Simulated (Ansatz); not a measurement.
System: Cl4Sn.

The calculation's input:

```
crystal:
  periodic: [false, false, false]
  atoms:
    - {symbol: Sn, position_ang: [-0.000007, 0.000003, -0.000007]}
    - {symbol: Cl, position_ang: [0.010668, -0.017466, 2.334580]}
    - {symbol: Cl, position_ang: [2.197548, 0.010747, -0.788234]}
    - {symbol: Cl, position_ang: [-1.108291, 1.909504, -0.758881]}
    - {symbol: Cl, position_ang: [-1.099917, -1.902789, -0.787458]}
basis:
  gaussian: {orbitals: def2-TZVP, initial_orbitals: start.molden}
hamiltonian: {xc: pbe0, dispersion: d4}
scf: {omitted_lower_state_checks: [starts]}
output: {orbitals: {seedname: orbitals}}
```

Command:

```sh
ansatz run in.yaml --threads 2 --pin off --events-out ev --progress --plain --max-ram 4352MiB
```

Geometry: B3LYP-D4/def2-SVP; core potentials replace the inner electrons of Sn.

Level of theory: RKS PBE0-D4/def2-TZVP (Ansatz 0.2.0).

What can the converged electron density and electron localisation function tell about the bonding?

Sn–Cl (2.33 Å): ρ at the midpoint is about 0.62 e/Å³; the ELF peaks at about 0.80 in the valence shell of Cl, 0.8 Å from its nucleus, and drops to about 0.15 between the two atoms.

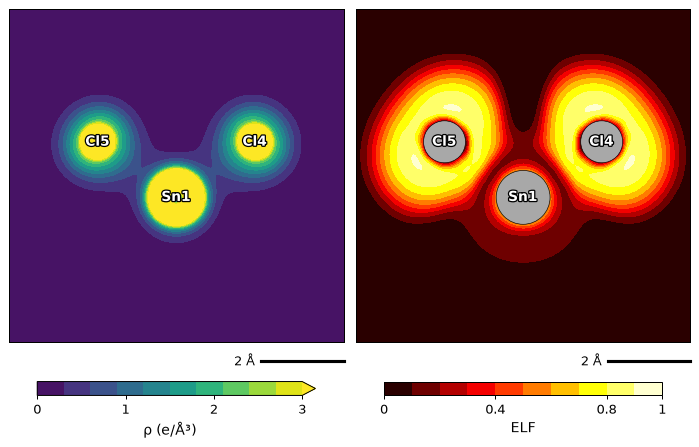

Computed electron density and electron localisation function on the plane of atoms Cl4, Sn1 and Cl5, in this order. Grey discs cover the atomic cores in the ELF map. 
